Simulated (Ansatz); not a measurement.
# What a change does: single-point calculation on C3H6O2Si

System: C3H6O2Si, SMILES C=C(O)[SiH2]C=O.
Method of run 1: RKS PBE-D4/def2-TZVPP (Ansatz 0.2.0).

The geometry comes from this level: PBE0-D4/def2-TZVP. Text and figures count atoms from 1; the logs count them from 0 in places.

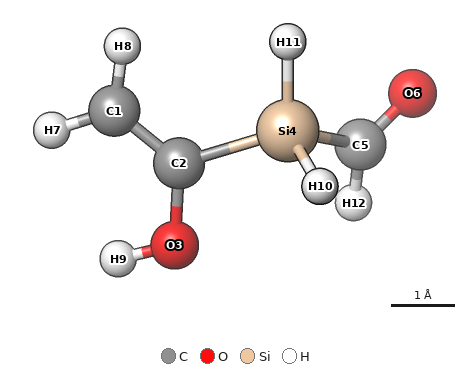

Fig. 1: The structure as given in the input (ball-and-stick view, seen at a tilt; atoms are numbered from 1 in the order of the input).

### Input file, run 1
```yaml
crystal:
  periodic: [false, false, false]
  atoms:
    - {symbol: C, position_ang: [-1.871765, -0.559219, -0.198646]}
    - {symbol: C, position_ang: [-0.551628, -0.707771, -0.096882]}
    - {symbol: O, position_ang: [0.163004, -1.687164, -0.717933]}
    - {symbol: Si, position_ang: [0.531496, 0.454308, 0.899826]}
    - {symbol: C, position_ang: [1.771364, 1.323155, -0.294296]}
    - {symbol: O, position_ang: [2.030277, 2.497051, -0.215777]}
    - {symbol: H, position_ang: [-2.487022, -1.231079, -0.793228]}
    - {symbol: H, position_ang: [-2.373901, 0.246876, 0.318448]}
    - {symbol: H, position_ang: [-0.430537, -2.243051, -1.236993]}
    - {symbol: H, position_ang: [1.338304, -0.323049, 1.877996]}
    - {symbol: H, position_ang: [-0.307144, 1.472459, 1.571908]}
    - {symbol: H, position_ang: [2.264451, 0.702184, -1.080425]}
basis:
  gaussian: {orbitals: def2-TZVPP}
hamiltonian: {xc: pbe, dispersion: d4}
output: {forces: true, orbitals: {seedname: orbitals}}
```

Launched with:
```bash
ansatz run in.yaml --threads 4 --pin off --events-out ev --progress --plain --max-ram 10444MiB
```

Hardware: 4 threads of Arm Neoverse V1, 23 GiB of memory available, shared host.

### Output (run 1)
```
Functional definition: PBE
  parameter kappa = 0.804
  parameter beta = 0.06672455060314922
  exchange = pbe_x(kappa = kappa, mu = beta*pi^2/3)
  correlation = pbe_c(beta = beta)
1484 factors; their error is unknown
mean field evaluation 1: about -15156.8489 eV, gradient 7.9e1 eV
mean field evaluation 2: about -15128.3648 eV, gradient 1.4e2 eV
mean field evaluation 4: about -15169.2577 eV, gradient 1.6e1 eV
mean field evaluation 8: about -15169.7406 eV, gradient 2.4e-1 eV
mean field evaluation 16: about -15169.7057 eV, gradient 1.0e-2 eV
mean field -15169.70569995 eV, -557.4764020775 hartree, gradient 3.6e-5 eV, S^2 0.000000; 0 other end points of the search recorded, 0 dependent functions left out
the calculation of the forces begins
reference -15169.70574529 eV, -557.4764037435 hartree; 27, 27 occupied and 254, 254 virtual orbitals, 1484 factors
Total energy: -15169.96354857 eV, -557.4858778395 hartree
Atom 0 at    -1.871765    -0.559219    -0.198646 Å, force    -0.448592     0.088152    -0.018232 eV/Å
Atom 1 at    -0.551628    -0.707771    -0.096882 Å, force     0.248201     0.155158     0.202870 eV/Å
Atom 2 at     0.163004    -1.687164    -0.717933 Å, force     0.644356    -0.117365     0.023584 eV/Å
Atom 3 at     0.531496     0.454308     0.899826 Å, force    -0.040646    -0.035731     0.005804 eV/Å
Atom 4 at     1.771364     1.323155    -0.294296 Å, force    -0.186735    -0.732808     0.018578 eV/Å
Atom 5 at     2.030277     2.497051    -0.215777 Å, force     0.238867     1.078003     0.064344 eV/Å
Atom 6 at    -2.487022    -1.231079    -0.793228 Å, force    -0.135238    -0.137153    -0.126447 eV/Å
Atom 7 at    -2.373901     0.246876     0.318448 Å, force    -0.126475     0.161008     0.100833 eV/Å
Atom 8 at    -0.430537    -2.243051    -1.236993 Å, force    -0.311662    -0.278353    -0.267386 eV/Å
Atom 9 at     1.338304    -0.323049     1.877996 Å, force     0.097503    -0.086619     0.116375 eV/Å
Atom 10 at    -0.307144     1.472459     1.571908 Å, force    -0.086320     0.109458     0.082549 eV/Å
Atom 11 at     2.264451     0.702184    -1.080425 Å, force     0.106743    -0.203750    -0.202871 eV/Å
Dipole moment:    -0.356017    -0.540617    -0.139513 e Å
```

The input of run 2 differs as follows (lines with − go, lines with + come):
```diff
-hamiltonian: {xc: pbe, dispersion: d4}
+hamiltonian: {xc: r2scan, dispersion: d4}
```

What does this change do to the results?

The total energies belong to different models, so their difference says nothing on which is more stable or more accurate. The largest force goes from 1.106 to 0.434 eV/Å. The HOMO goes from −5.44 to −5.70 eV. The LUMO goes from −2.71 to −2.52 eV. The dipole moment goes from 3.18 to 3.29 D. On the same kind of shared host run 2 took about 1.9 times as long.

### Output (run 2)
```
Functional definition: r2SCAN
  parameter k0 = 0.174
  parameter k1 = 0.065
  parameter a1 = 4.9479
  exchange = r2scan_x(k0 = k0, k1 = k1, a1 = a1)
  correlation = r2scan_c
1484 factors; their error is unknown
mean field evaluation 1: about -15167.1205 eV, gradient 7.2e1 eV
mean field evaluation 2: about -15151.8241 eV, gradient 1.1e2 eV
mean field evaluation 4: about -15177.4474 eV, gradient 8.4e0 eV
mean field evaluation 8: about -15177.5889 eV, gradient 1.4e-1 eV
mean field evaluation 16: about -15177.5572 eV, gradient 1.0e-2 eV
mean field -15177.55716748 eV, -557.7649381872 hartree, gradient 6.9e-5 eV, S^2 0.000000; 0 other end points of the search recorded, 0 dependent functions left out
the calculation of the forces begins
reference -15177.55718027 eV, -557.7649386573 hartree; 27, 27 occupied and 254, 254 virtual orbitals, 1484 factors
Total energy: -15177.62307664 eV, -557.7673603042 hartree
Atom 0 at    -1.871765    -0.559219    -0.198646 Å, force    -0.292427     0.036319    -0.028728 eV/Å
Atom 1 at    -0.551628    -0.707771    -0.096882 Å, force     0.070469     0.199585     0.188342 eV/Å
Atom 2 at     0.163004    -1.687164    -0.717933 Å, force     0.237302    -0.186841    -0.100878 eV/Å
Atom 3 at     0.531496     0.454308     0.899826 Å, force    -0.047459    -0.021136     0.036615 eV/Å
Atom 4 at     1.771364     1.323155    -0.294296 Å, force    -0.081779    -0.333056     0.015852 eV/Å
Atom 5 at     2.030277     2.497051    -0.215777 Å, force     0.096543     0.422233     0.019531 eV/Å
Atom 6 at    -2.487022    -1.231079    -0.793228 Å, force     0.008099    -0.000295    -0.001102 eV/Å
Atom 7 at    -2.373901     0.246876     0.318448 Å, force     0.007857    -0.017978    -0.011309 eV/Å
Atom 8 at    -0.430537    -2.243051    -1.236993 Å, force    -0.054783    -0.028914    -0.035581 eV/Å
Atom 9 at     1.338304    -0.323049     1.877996 Å, force     0.001635     0.006658    -0.010164 eV/Å
Atom 10 at    -0.307144     1.472459     1.571908 Å, force     0.020619    -0.021078    -0.006424 eV/Å
Atom 11 at     2.264451     0.702184    -1.080425 Å, force     0.033925    -0.055496    -0.066153 eV/Å
Dipole moment:    -0.373753    -0.558412    -0.135115 e Å
```

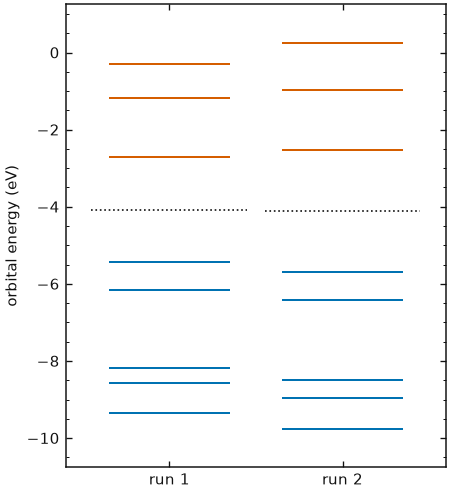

Fig. 2: The five highest filled and three lowest empty orbital energies of the two runs; the dotted lines part filled from empty levels. The HOMO–LUMO gap is 2.74 eV in run 1 and 3.18 eV in run 2.

### The two runs side by side

```tsv
quantity	run 1	run 2
outcome	converged	converged
total energy (hartree)	−557.485878	−557.767360
HOMO (eV)	−5.44	−5.70
LUMO (eV)	−2.71	−2.52
dipole moment (D)	3.18	3.29
largest force (eV/Å)	1.106	0.434
basis functions	281	281
wall time (shared host)	2.9 s	5.5 s
```
